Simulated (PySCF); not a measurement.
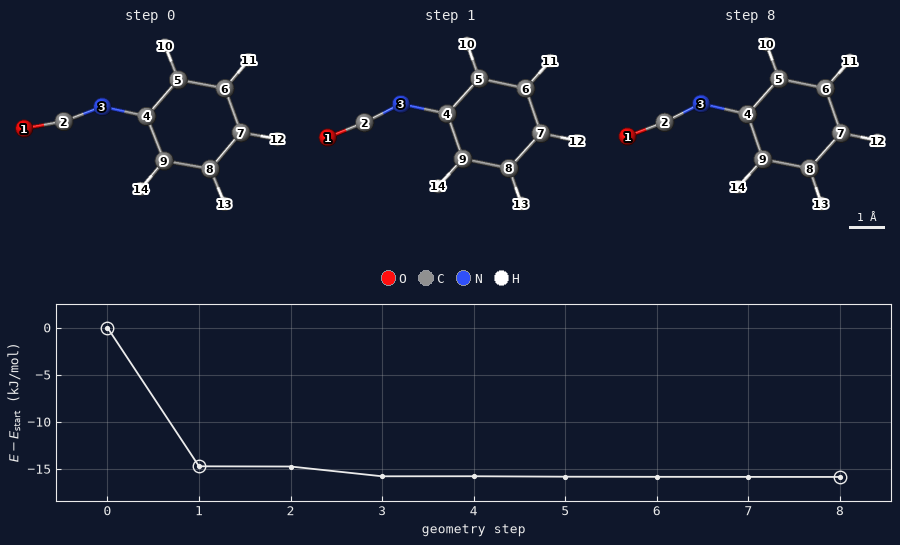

Frames of a relaxation of C7H5NO, marked on the history of the run. A ball-and-stick model, seen at a tilt.

The start comes from GFN2-xTB. Its atoms were then displaced at random by about 0.01 Å.

These are results of PySCF 2.14.0, density-fitted response routines, PBE0-D3(BJ)/def2-TZVP geometry optimisation, gas phase, not measurements. 

### What happens along the run?

Over 8 geometry steps the energy falls by 15.8 kJ/mol. The atom that moves furthest after the best rigid fit is O1 (0.25 Å). Largest moves by element: O 0.25 Å, H 0.10 Å, N 0.09 Å, C 0.07 Å. Near-neighbour distances that change, for instance: N3–C4 1.323 → 1.388 Å, C4–C5 1.421 → 1.391 Å, C8–H13 1.100 → 1.084 Å, C8–C9 1.368 → 1.384 Å. Among the angles between lasting bonds that change: C2–N3–C4 146.4° → 139.9°, O1–C2–N3 168.9° → 173.9°, C9–C8–H13 121.9° → 119.4°. From step 0 to 1: O1 moves most (0.28 Å), energy −14.7 kJ/mol. From step 1 to 8: O1 moves most (0.03 Å), energy −1.13 kJ/mol.

```csv
step,"E − E(0), kJ/mol"
0,0.00
1,-14.72
2,-14.74
3,-15.78
4,-15.77
5,-15.82
6,-15.84
7,-15.84
8,-15.85
```
